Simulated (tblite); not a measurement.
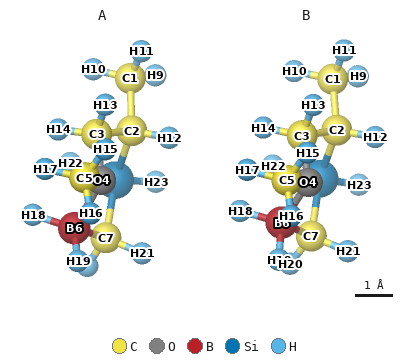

Two geometries of C₅H₁₅BOSi, drawn at one scale. One is the start of a relaxation, the other its converged end. Style: ball-and-stick. Shown from a free direction.

Level of theory: GFN2-xTB geometry optimisation, gas phase in tblite. 

Question: Which of the two is the end point?

Answer: Structure A is the relaxed one. The atom that moves furthest after the best rigid fit is the B atom (0.18 Å). By element the largest moves are B 0.18 Å, H 0.16 Å, O 0.09 Å, C 0.09 Å, Si 0.07 Å. Among the contacts that change: B–O 1.525 → 1.687 Å, C–Si 1.871 → 1.917 Å, C–C 1.558 → 1.523 Å, C–H 1.124 → 1.094 Å. Bond angles that change, for instance: O–B–H 112.1° → 104.7°, O–B–H 110.4° → 103.0°, H–B–H 106.4° → 113.7°. After 58 geometry steps the energy has fallen by 0.482 eV.
